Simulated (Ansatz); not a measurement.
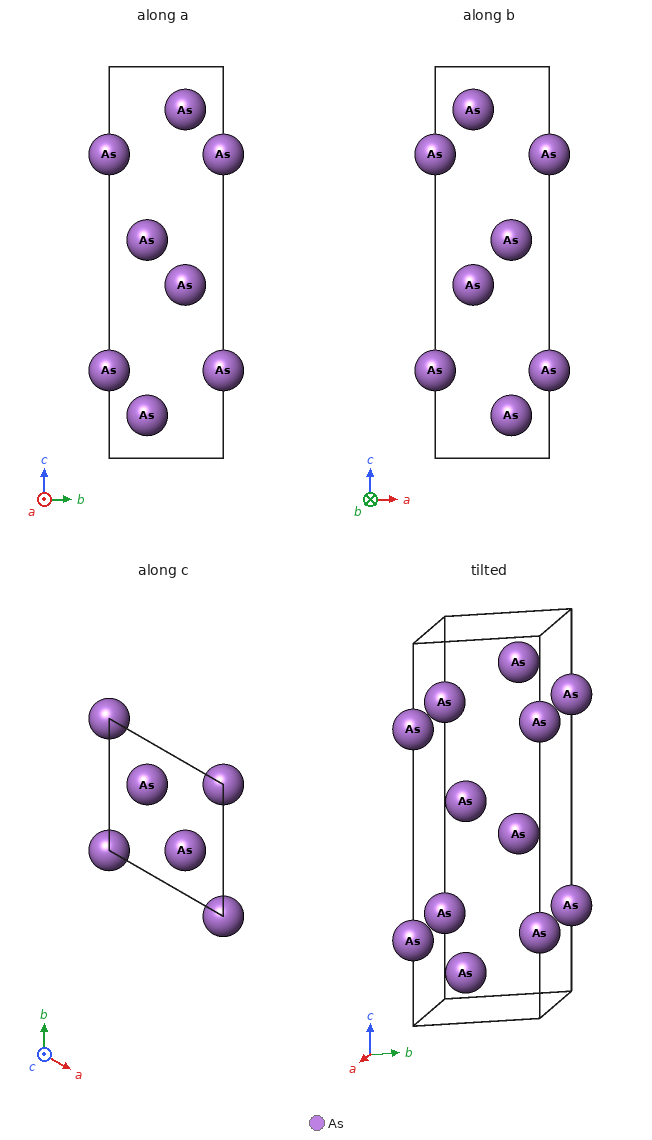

The image is a spheres-only drawing of a crystal, viewed along the a axis, along the b axis, along the c axis and slightly off an axis. The edges of the conventional unit cell are marked.

Lattice parameters: a = 3.8055 Å, b = 3.8055 Å, c = 11.2981 Å, α = 90.000°, β = 90.000°, γ = 120.000°.

Convert the drawing into a CIF in P1 with every atom of the cell, with free fractional coordinates to two decimals.

Answer.
```cif
data_structure
_symmetry_space_group_name_H-M 'P 1'
_symmetry_Int_Tables_number 1
_cell_length_a 3.8055
_cell_length_b 3.8055
_cell_length_c 11.2981
_cell_angle_alpha 90.000
_cell_angle_beta 90.000
_cell_angle_gamma 120.000
_cell_volume 141.69
loop_
_atom_site_label
_atom_site_type_symbol
_atom_site_fract_x
_atom_site_fract_y
_atom_site_fract_z
_atom_site_occupancy
As1 As 0.3333 0.6667 0.89 1
As2 As 0.00 0.00 0.78 1
As3 As 0.00 0.00 0.22 1
As4 As 0.6667 0.3333 0.11 1
As5 As 0.6667 0.3333 0.56 1
As6 As 0.3333 0.6667 0.44 1
```

Origin of the cell: a structure type known for this element. It was relaxed at fixed volume with Ansatz, DFT PBE, spin-orbit coupling, plane waves, PAW.
